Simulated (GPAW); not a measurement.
# The basis that the transmission of a carbon nanotube (3, 3); an Al atom over a ring needs, part 2 of 3

How well does a carbon nanotube (3, 3); an Al atom over a ring conduct at low bias, and how far do basis and functional move the answer?

GPAW 26.7.0; GPAW LCAO, PAW setups; Landauer transmission from Green's functions with principal layers (ASE), zero bias.

So far, conductance (G₀): step 2 (single-zeta polarised basis) 1.94.

### Step 3. GPAW, sz, basis sz(dzp)

The minimal basis is the cheapest rung: no second zeta and no polarisation.

run.py reads:

```python
import json
import numpy as np
from ase import Atoms
from ase.transport.calculators import TransportCalculator
from gpaw import GPAW, FermiDirac
from gpaw.lcao.tools import get_lcao_hamiltonian
from scipy.linalg import eigh

# The junction with lead layers at both ends, along the third cell vector
device = Atoms(
    ['C', 'C', 'C', 'C', 'C', 'C', 'C', 'C', 'C', 'C', 'C', 'C', 'C', 'C', 'C', 'C', 'C', 'C', 'C', 'C', 'C', 'C', 'C', 'C', 'C', 'C', 'C', 'C', 'C', 'C', 'C', 'C', 'C', 'C', 'C', 'C', 'C', 'C', 'C', 'C', 'C', 'C', 'C', 'C', 'C', 'C', 'C', 'C', 'C', 'C', 'C', 'C', 'C', 'C', 'C', 'C', 'C', 'C', 'C', 'C', 'C', 'C', 'C', 'C', 'C', 'C', 'C', 'C', 'Al', 'C', 'C', 'C', 'C', 'C', 'C', 'C', 'C', 'C', 'C', 'C', 'C', 'C', 'C', 'C', 'C', 'C', 'C', 'C', 'C', 'C', 'C', 'C', 'C', 'C', 'C', 'C', 'C', 'C', 'C', 'C', 'C', 'C', 'C', 'C', 'C', 'C', 'C', 'C', 'C', 'C', 'C', 'C', 'C', 'C', 'C', 'C', 'C', 'C', 'C', 'C', 'C', 'C', 'C', 'C', 'C', 'C', 'C', 'C', 'C', 'C', 'C', 'C', 'C', 'C', 'C', 'C', 'C', 'C', 'C', 'C', 'C', 'C', 'C', 'C', 'C'],
    positions=[
        [4.12267, 6.72967, 0.61488],
        [5.01700, 7.79550, 0.61488],
        [5.01700, 4.27250, 0.61488],
        [6.38720, 4.03090, 0.61488],
        [7.59213, 7.34143, 0.61488],
        [8.06800, 6.03400, 0.61488],
        [4.00000, 6.03400, 1.84463],
        [4.47587, 4.72657, 1.84463],
        [5.68080, 8.03710, 1.84463],
        [7.05100, 7.79550, 1.84463],
        [7.05100, 4.27250, 1.84463],
        [7.94534, 5.33833, 1.84463],
        [4.12267, 6.72967, 3.07439],
        [5.01700, 7.79550, 3.07439],
        [5.01700, 4.27250, 3.07439],
        [6.38720, 4.03090, 3.07439],
        [7.59213, 7.34143, 3.07439],
        [8.06800, 6.03400, 3.07439],
        [4.00000, 6.03400, 4.30415],
        [4.47587, 4.72657, 4.30415],
        [5.68080, 8.03710, 4.30415],
        [7.05100, 7.79550, 4.30415],
        [7.05100, 4.27250, 4.30415],
        [7.94534, 5.33833, 4.30415],
        [4.12267, 6.72967, 5.53390],
        [5.01700, 7.79550, 5.53390],
        [5.01700, 4.27250, 5.53390],
        [6.38720, 4.03090, 5.53390],
        [7.59213, 7.34143, 5.53390],
        [8.06800, 6.03400, 5.53390],
[... 109 atom lines left out ...]
        [4.00000, 6.03400, 28.89927],
        [4.47587, 4.72657, 28.89927],
        [5.68080, 8.03710, 28.89927],
        [7.05100, 7.79550, 28.89927],
        [7.05100, 4.27250, 28.89927],
        [7.94534, 5.33833, 28.89927]],
    cell=[[12.068, 0.0, 0.0], [0.0, 12.068, 0.0], [0.0, 0.0, 29.51415]],
    pbc=True,
    magmoms=[0.0, 0.0, 0.0, 0.0, 0.0, 0.0, 0.0, 0.0, 0.0, 0.0, 0.0, 0.0, 0.0, 0.0, 0.0, 0.0, 0.0, 0.0, 0.0, 0.0, 0.0, 0.0, 0.0, 0.0, 0.0, 0.0, 0.0, 0.0, 0.0, 0.0, 0.0, 0.0, 0.0, 0.0, 0.0, 0.0, 0.0, 0.0, 0.0, 0.0, 0.0, 0.0, 0.0, 0.0, 0.0, 0.0, 0.0, 0.0, 0.0, 0.0, 0.0, 0.0, 0.0, 0.0, 0.0, 0.0, 0.0, 0.0, 0.0, 0.0, 0.0, 0.5, 0.0, 0.0, 0.5, 0.0, 0.5, 0.0, 0.0, 0.5, 0.0, 0.0, 0.0, 0.0, 0.0, 0.5, 0.0, 0.0, 0.0, 0.0, 0.0, 0.0, 0.0, 0.0, 0.0, 0.0, 0.0, 0.0, 0.0, 0.0, 0.0, 0.0, 0.0, 0.0, 0.0, 0.0, 0.0, 0.0, 0.0, 0.0, 0.0, 0.0, 0.0, 0.0, 0.0, 0.0, 0.0, 0.0, 0.0, 0.0, 0.0, 0.0, 0.0, 0.0, 0.0, 0.0, 0.0, 0.0, 0.0, 0.0, 0.0, 0.0, 0.0, 0.0, 0.0, 0.0, 0.0, 0.0, 0.0, 0.0, 0.0, 0.0, 0.0, 0.0, 0.0, 0.0, 0.0, 0.0, 0.0, 0.0, 0.0, 0.0, 0.0, 0.0, 0.0])

# One principal layer of the lead: the first 36 atoms of the device
lead = Atoms(
    ['C', 'C', 'C', 'C', 'C', 'C', 'C', 'C', 'C', 'C', 'C', 'C', 'C', 'C', 'C', 'C', 'C', 'C', 'C', 'C', 'C', 'C', 'C', 'C', 'C', 'C', 'C', 'C', 'C', 'C', 'C', 'C', 'C', 'C', 'C', 'C'],
    positions=[
        [4.12267, 6.72967, 0.61488],
        [5.01700, 7.79550, 0.61488],
        [5.01700, 4.27250, 0.61488],
        [6.38720, 4.03090, 0.61488],
        [7.59213, 7.34143, 0.61488],
        [8.06800, 6.03400, 0.61488],
        [4.00000, 6.03400, 1.84463],
        [4.47587, 4.72657, 1.84463],
        [5.68080, 8.03710, 1.84463],
        [7.05100, 7.79550, 1.84463],
        [7.05100, 4.27250, 1.84463],
        [7.94534, 5.33833, 1.84463],
        [4.12267, 6.72967, 3.07439],
        [5.01700, 7.79550, 3.07439],
        [5.01700, 4.27250, 3.07439],
        [6.38720, 4.03090, 3.07439],
        [7.59213, 7.34143, 3.07439],
        [8.06800, 6.03400, 3.07439],
        [4.00000, 6.03400, 4.30415],
        [4.47587, 4.72657, 4.30415],
        [5.68080, 8.03710, 4.30415],
        [7.05100, 7.79550, 4.30415],
        [7.05100, 4.27250, 4.30415],
        [7.94534, 5.33833, 4.30415],
        [4.12267, 6.72967, 5.53390],
        [5.01700, 7.79550, 5.53390],
        [5.01700, 4.27250, 5.53390],
        [6.38720, 4.03090, 5.53390],
        [7.59213, 7.34143, 5.53390],
        [8.06800, 6.03400, 5.53390],
        [4.00000, 6.03400, 6.76366],
        [4.47587, 4.72657, 6.76366],
        [5.68080, 8.03710, 6.76366],
        [7.05100, 7.79550, 6.76366],
        [7.05100, 4.27250, 6.76366],
        [7.94534, 5.33833, 6.76366]],
    cell=[[12.068, 0.0, 0.0], [0.0, 12.068, 0.0], [0.0, 0.0, 7.37854]],
    pbc=True,
    magmoms=[0.0, 0.0, 0.0, 0.0, 0.0, 0.0, 0.0, 0.0, 0.0, 0.0, 0.0, 0.0, 0.0, 0.0, 0.0, 0.0, 0.0, 0.0, 0.0, 0.0, 0.0, 0.0, 0.0, 0.0, 0.0, 0.0, 0.0, 0.0, 0.0, 0.0, 0.0, 0.0, 0.0, 0.0, 0.0, 0.0])

settings = dict(mode='lcao', basis='sz(dzp)', xc='PBE', h=0.2,
                occupations=FermiDirac(0.1), maxiter=250,
                mixer=dict(beta=0.05, nmaxold=8, weight=100.0),
                convergence=dict(density=0.0001))
energies = np.arange(-2, 2 + 1e-9, 0.05)
eta = 0.0001
n1, n2 = 1, 1
# k and -k transmit alike, so half of the mesh across the current serves
mesh = [(i, j) for i in range(n1) for j in range(n2) if (i, j) <= (-i % n1, -j % n2)]
weights = np.array([1 if (i, j) == (-i % n1, -j % n2) else 2 for i, j in mesh]) / (n1 * n2)


def ground_state(atoms, size, txt):
    atoms.calc = GPAW(kpts={'size': size, 'gamma': True}, symmetry={'tolerance': 1e-3}, txt=txt, **settings)
    atoms.get_potential_energy()
    return atoms.calc.get_fermi_level()


def blocks(atoms, fermi, points, nz, cells):
    """H - E_F S and S between cell 0 and the cells above it, at each point across the current."""
    kz = np.arange(nz) / nz
    calc = atoms.calc.fixed_density(kpts=[(*k, z) for k in points for z in kz], symmetry='off', txt=None)
    H, S = get_lcao_hamiltonian(calc)
    H = (H - fermi * S).reshape(len(H), len(points), nz, *S.shape[1:])
    S = S.reshape(H.shape[1:])
    phases = [np.exp(-2j * np.pi * kz * R) / nz for R in cells]
    return [(np.einsum('skzij,z->ksij', H, p), np.einsum('kzij,z->kij', S, p)) for p in phases]


def pair(a, b):
    return np.block([[a, b], [b.T.conj(), a]])


def count_channels(h, s, cells, nk=240):
    """Half the number of times that the lead's bands cross each energy, unfolded to its shortest repeat."""
    b = len(h) // cells
    bands = []
    for k in (np.arange(nk + 1) + 0.5) / nk:
        hk, sk = h[:b, :b].copy(), s[:b, :b].copy()
        for R in range(1, cells):
            phase, block = np.exp(2j * np.pi * k * R), slice(R * b, (R + 1) * b)
            hk += h[:b, block] * phase + (h[:b, block] * phase).T.conj()
            sk += s[:b, block] * phase + (s[:b, block] * phase).T.conj()
        w, u = eigh(sk)
        x = u[:, w > 1e-5] / w[w > 1e-5]**0.5  # drop near-dependent combinations
        bands.append(np.r_[eigh(x.T.conj() @ hk @ x, eigvals_only=True), [1e9] * (w <= 1e-5).sum()])
    below = np.array(bands)[:, :, None] < energies
    return (below[1:] != below[:-1]).sum((0, 1)) / 2


fermi_lead = ground_state(lead, (1, 1, 15), 'lead.txt')
fermi_device = ground_state(device, (1, 1, 3), 'device.txt')
T, channels, eigen, tail, misfit, shifts = [], [], [], 0.0, 0.0, []
for first in range(0, len(mesh), 2):
    points = [(i / n1, j / n2) for i, j in mesh[first:first + 2]]
    (H0k, S0k), (H1k, S1k), (H2k, _) = blocks(lead, fermi_lead, points, 5, range(3))
    [(Hk, Sk)] = blocks(device, fermi_device, points, 2, [0])
    tail = max(tail, abs(H2k).max())
    for H0, S0, H1, S1, H, S in zip(H0k, S0k, H1k, S1k, Hk, Sk):
        n = len(S0)
        # Shift the lead onto the potential of the device's first layer
        shift = ((H[:, 0, 0] - H0[:, 0, 0]) / S0[0, 0]).real.mean()
        shifts.append(shift)
        misfit = max(misfit, abs(H[:, :n, :n] - H0 - shift * S0).max())
        Tk, Ck, Ek = [], [], []
        for s in range(len(H)):
            t = s % len(H0)  # a lead without moments serves both spins
            h1, s1 = pair(H0[t] + shift * S0, H1[t] + shift * S1), pair(S0, S1)
            leads = dict(h1=h1, s1=s1, energies=energies, eta=eta, eta1=eta, eta2=eta)
            calc = TransportCalculator(h=H[s], s=S, eigenchannels=3, **leads)
            Tk.append(calc.get_transmission())
            Ek.append(np.sort(calc.eigenchannels_ne, axis=0)[::-1])
            Ck.append(count_channels(h1, s1, 6))
        T.append(Tk)
        channels.append(Ck)
        eigen.append(Ek)
T, channels = np.array(T), np.array(channels)
mean, open_channels = np.einsum('kse,k->se', T, weights), np.einsum('kse,k->se', channels, weights)

print(f'basis functions: device {len(S)}, principal layer {n}')
print(f'Fermi level: lead {fermi_lead:.4f} eV, device {fermi_device:.4f} eV; lead shifted by {np.mean(shifts):.4f} eV')
print(f'largest coupling past the next layer {tail:.2e} eV, largest misfit of the first layer {misfit:.3f} eV')
print('  E-E_F (eV)   ' + 'T up        T down      channels up  channels down')
for e, t, c in zip(energies, mean.T, open_channels.T):
    print(f'{e:10.3f}  ', *[f'{x:11.4e}' for x in t], *[f'{x:9.4f}' for x in c])

kT = 8.617333e-5 * 300
fine = np.linspace(energies[0], energies[-1], 4001)
both = np.exp(np.interp(fine, energies, np.log(np.maximum(mean.sum(0) * 2 / len(mean), 1e-30))))
fermi = lambda mu: 1 / (1 + np.exp(np.clip((fine - mu) / kT, -200, 200)))
slope = fermi(0) * (1 - fermi(0)) / kT
G = np.trapezoid(both * slope, fine) / 2
seebeck = -np.trapezoid(both * slope * fine, fine) / (2 * G * 300) * 1e6
print(f'conductance at 300 K: {G:.5g} G0 a cell; thermopower {seebeck:.4g} uV/K')
bias = [0.1, 0.2, 0.5, 1.0, 1.5, 2.0]
current = [38.74 * np.trapezoid(both * (fermi(V / 2) - fermi(-V / 2)), fine) for V in bias]
for V, I in zip(bias, current):
    print(f'current from the zero-bias T(E) at {V} V: {I:.5g} uA')
zero = abs(energies).argmin()
json.dump(dict(energies=energies.tolist(), T=mean.tolist(), channels=open_channels.tolist(), G=G, seebeck=seebeck,
               bias=bias, current=current, tail=tail, misfit=misfit, shift=np.mean(shifts), n_device=len(S), n_lead=n,
               fermi=[fermi_lead, fermi_device], energy=device.get_potential_energy(),
               moments=device.get_magnetic_moments().tolist(), mesh=mesh, weights=weights.tolist(),
               T_k=T[:, :, zero].tolist(), eigen=np.array(eigen[0]).tolist()), open('result.json', 'w'))
```

Run with:

```bash
$ OMP_NUM_THREADS=1 OPENBLAS_NUM_THREADS=1 python run.py
```

What it wrote:

```text
basis functions: device 580, principal layer 144
Fermi level: lead -3.6555 eV, device -3.4011 eV; lead shifted by -0.0081 eV
largest coupling past the next layer 3.28e-15 eV, largest misfit of the first layer 0.032 eV
  E-E_F (eV)   T up        T down      [channel counts left out]
    -2.000    9.9874e-01  9.9874e-01
    -1.950    9.9859e-01  9.9858e-01
    -1.900    9.9842e-01  9.9842e-01
    -1.850    9.9827e-01  9.9827e-01
    -1.800    9.9814e-01  9.9814e-01
    -1.750    9.9803e-01  9.9803e-01
    -1.700    9.9796e-01  9.9796e-01
    -1.650    9.9793e-01  9.9793e-01
    -1.600    9.9800e-01  9.9800e-01
    -1.550    9.9782e-01  9.9782e-01
    -1.500    9.9802e-01  9.9802e-01
    -1.450    9.9821e-01  9.9821e-01
    -1.400    9.9844e-01  9.9845e-01
    -1.350    9.9871e-01  9.9871e-01
    -1.300    1.6541e+00  1.6539e+00
    -1.250    1.7579e+00  1.7580e+00
[...]
1.650    4.3912e+00  4.3937e+00
     1.700    4.4275e+00  4.4299e+00
     1.750    4.4578e+00  4.4601e+00
     1.800    4.4814e+00  4.4835e+00
     1.850    4.4984e+00  4.5004e+00
     1.900    4.5065e+00  4.5083e+00
     1.950    4.5039e+00  4.5054e+00
     2.000    4.4938e+00  4.4951e+00
conductance at 300 K: 1.9452 G0 a cell; thermopower 0.5158 uV/K
current from the zero-bias T(E) at 0.1 V: 15.067 uA
current from the zero-bias T(E) at 0.2 V: 30.114 uA
current from the zero-bias T(E) at 0.5 V: 74.918 uA
current from the zero-bias T(E) at 1.0 V: 145.2 uA
current from the zero-bias T(E) at 1.5 V: 204.88 uA
current from the zero-bias T(E) at 2.0 V: 266.97 uA
```

It took 7.2 min on 1 thread of Arm Neoverse V1, shared host; peak memory 2.2 GiB.

Numbers from this step:

- conductance: 1.945 G₀
- largest coupling past the next principal layer: 3.28e-15 eV
- largest misfit of the first principal layer: 0.03242 eV
- shift that aligns the lead: -0.008060 eV
- basis functions of the junction: 580
- basis functions of a principal layer: 144
- transmission at the Fermi level, spin down: 1.948

Each spin. Transmission, zone mean against energy, zero at the Fermi level:

| energy (eV) | T, spin up | T, spin down |
| --- | --- | --- |
| -2.000 | 0.999 | 0.999 |
| -1.800 | 0.998 | 0.998 |
| -1.600 | 0.998 | 0.998 |
| -1.400 | 0.998 | 0.998 |
| -1.200 | 1.79 | 1.79 |
| -1.150 | 1.80 | 1.80 |
| -1.000 | 1.000 | 1.00 |
| -0.800 | 1.90 | 1.89 |
| -0.600 | 1.94 | 1.94 |
| -0.400 | 1.96 | 1.96 |
| -0.300 | 1.96 | 1.96 |
| -0.200 | 1.96 | 1.96 |
| 0.000 | 1.95 | 1.95 |
| 0.200 | 1.89 | 1.89 |
| 0.400 | 1.67 | 1.68 |
| 0.600 | 0.972 | 0.974 |
| 0.800 | 1.47 | 1.47 |
| 0.950 | 1.69 | 1.69 |
| 1.000 | 1.44 | 1.44 |
| 1.200 | 2.65 | 2.65 |
| 1.400 | 4.07 | 4.07 |
| 1.600 | 4.35 | 4.35 |
| 1.800 | 4.48 | 4.48 |
| 2.000 | 4.49 | 4.50 |

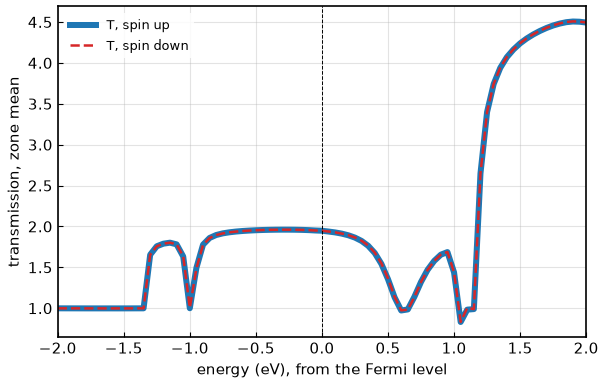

Transmission, zone mean, plotted against energy.

Not self-consistent under bias; the bias window is split evenly. Table of current through one cell, from the zero-bias transmission by bias:

| bias (V) | current through one cell, from the zero-bias transmission (μA) |
| --- | --- |
| 0.100 | 15.1 |
| 0.200 | 30.1 |
| 0.500 | 74.9 |
| 1.000 | 145 |
| 1.500 | 205 |
| 2.000 | 267 |

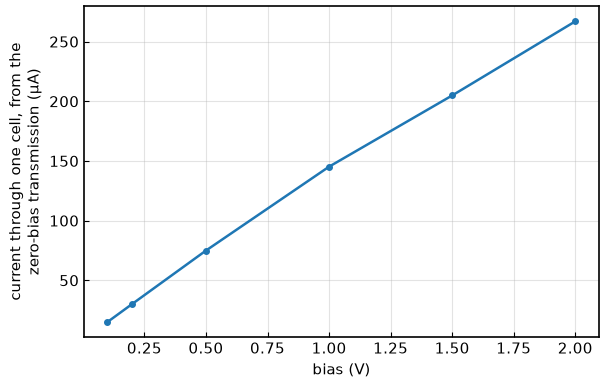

Current through one cell, from the zero-bias transmission against bias.

The transmission of the three most open eigenchannels by energy, zero at the Fermi level:

| energy (eV) | channel 1 up | channel 2 up | channel 3 up | channel 1 down | channel 2 down | channel 3 down |
| --- | --- | --- | --- | --- | --- | --- |
| -2.000 | 0.999 | 3.4e-12 | 2.3e-12 | 0.999 | 3.4e-12 | 2.3e-12 |
| -1.500 | 0.998 | 3.4e-12 | 0 | 0.998 | 3.4e-12 | 0 |
| -1.000 | 0.964 | 0.0358 | 0 | 0.964 | 0.0403 | 0 |
| -0.500 | 0.994 | 0.960 | 0 | 0.994 | 0.960 | 0 |
| 0.000 | 0.987 | 0.960 | 0 | 0.988 | 0.960 | 0 |
| 0.500 | 0.956 | 0.399 | 1.2e-12 | 0.956 | 0.407 | 1.2e-12 |
| 1.000 | 0.929 | 0.509 | 3.4e-9 | 0.930 | 0.511 | 3.4e-9 |
| 1.500 | 0.997 | 0.995 | 0.931 | 0.997 | 0.995 | 0.931 |
| 2.000 | 0.998 | 0.998 | 0.990 | 0.998 | 0.998 | 0.990 |

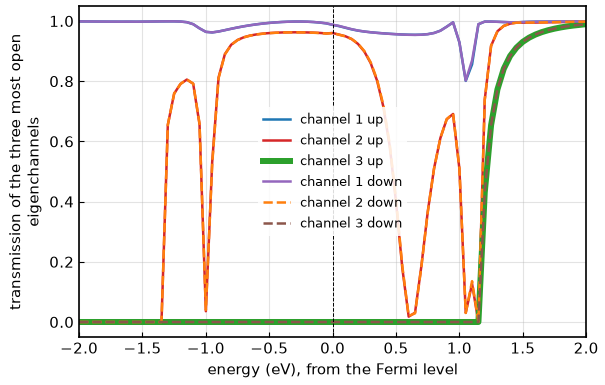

Transmission of the three most open eigenchannels against energy.

At the Fermi level the transmission is 1.95 (T, spin up) and 1.95 (T, spin down). The current reaches 267 μA at 2 V, close to what the ratio of current to bias at 0.1 V would give.

### Step 4. RPBE in the szp basis: xc = "RPBE"

Back in the szp basis, the functional changes from PBE to RPBE, to set the spread between functionals beside that between bases.

Changes to run.py since step 3:

```diff
@@ -97,3 +97,3 @@
 
-settings = dict(mode='lcao', basis='sz(dzp)', xc='PBE', h=0.2,
+settings = dict(mode='lcao', basis='szp(dzp)', xc='RPBE', h=0.2,
                 occupations=FermiDirac(0.1), maxiter=250,
```

What it wrote:

```text
basis functions: device 1305, principal layer 324
Fermi level: lead -2.4683 eV, device -2.3036 eV; lead shifted by -0.0054 eV
largest coupling past the next layer 4.69e-15 eV, largest misfit of the first layer 0.029 eV
  E-E_F (eV)   T up        T down      [channel counts left out]
    -2.000    9.9839e-01  9.9839e-01
    -1.950    9.9817e-01  9.9817e-01
    -1.900    9.9796e-01  9.9796e-01
[...]
1.950    4.3915e+00  4.3931e+00
     2.000    4.3257e+00  4.3271e+00
conductance at 300 K: 1.9412 G0 a cell; thermopower 1.012 uV/K
current from the zero-bias T(E) at 0.1 V: 15.029 uA
current from the zero-bias T(E) at 0.2 V: 29.995 uA
current from the zero-bias T(E) at 0.5 V: 73.404 uA
current from the zero-bias T(E) at 1.0 V: 136.13 uA
current from the zero-bias T(E) at 1.5 V: 204.51 uA
current from the zero-bias T(E) at 2.0 V: 314.99 uA
```

Run time: 43 min. Hardware: 1 thread; peak memory 2.9 GiB.

This step gave:

```yaml
conductance: 1.941 G₀
largest_coupling_past_the_next_principal_layer: 4.69e-15 eV
largest_misfit_of_the_first_principal_layer: 0.02945 eV
shift_that_aligns_the_lead: -0.005437 eV
basis_functions_of_the_junction: 1305
basis_functions_of_a_principal_layer: 324
transmission_at_the_fermi_level_spin_up: 1.946
transmission_at_the_fermi_level_spin_down: 1.947
```

Each spin. Transmission, zone mean against energy, zero at the Fermi level:

| energy (eV) | T, spin up | T, spin down |
| --- | --- | --- |
| -2.000 | 0.998 | 0.998 |
| -1.800 | 0.998 | 0.998 |
| -1.600 | 0.997 | 0.997 |
| -1.400 | 0.998 | 0.998 |
| -1.200 | 1.53 | 1.53 |
| -1.150 | 1.61 | 1.61 |
| -1.000 | 1.68 | 1.68 |
| -0.800 | 1.90 | 1.90 |
| -0.600 | 1.94 | 1.94 |
| -0.400 | 1.96 | 1.96 |
| -0.250 | 1.96 | 1.96 |
| -0.200 | 1.96 | 1.96 |
| 0.000 | 1.95 | 1.95 |
| 0.200 | 1.78 | 1.78 |
| 0.400 | 1.04 | 1.03 |
| 0.600 | 1.72 | 1.72 |
| 0.650 | 1.73 | 1.73 |
| 0.800 | 3.22 | 3.22 |
| 1.000 | 4.94 | 4.94 |
| 1.200 | 4.32 | 4.32 |
| 1.400 | 4.44 | 4.45 |
| 1.600 | 4.51 | 4.51 |
| 1.800 | 4.50 | 4.51 |
| 2.000 | 4.33 | 4.33 |

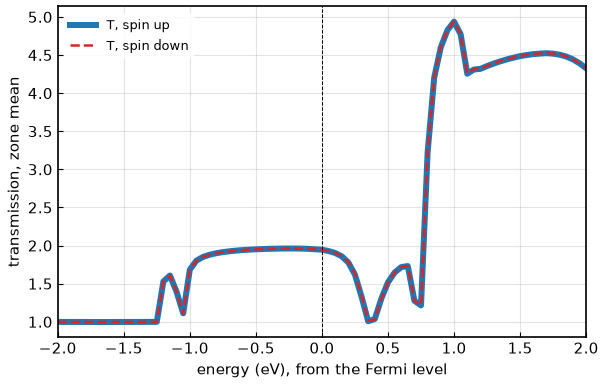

Transmission, zone mean against energy.

The conductance equals that of the szp run to 0.2 %.

### Step 5. The ladder

Times are for 1 thread of Arm Neoverse V1, shared host. The series side by side:

| no. | run | conductance (G₀) | time | memory (GiB) |
| --- | --- | --- | --- | --- |
| 1 | szp | 1.942 | 43 min | 2.9 |
| 2 | sz | 1.945 | 7.2 min | 2.2 |
| 3 | szp RPBE | 1.941 | 43 min | 2.9 |

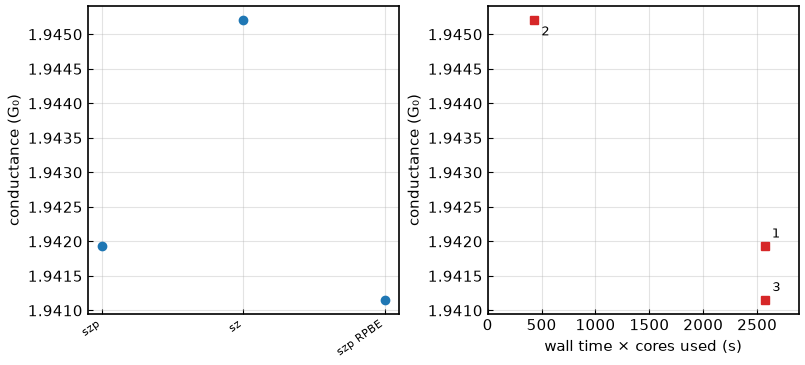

The series as plots; the last panel sets the first result against cost, with the runs numbered as in the table.

(Continued in part 3 of 3.)

[Logs are printed without paths, hosts, clocks, repeated set-up lines and the standing remarks that a program may print on its own settings, such as how far it seeks lower states.]

[Hosts, paths, dates, database ids (printed as entryN), source tags and the programs' standing remarks are cut or masked in the printed files.]
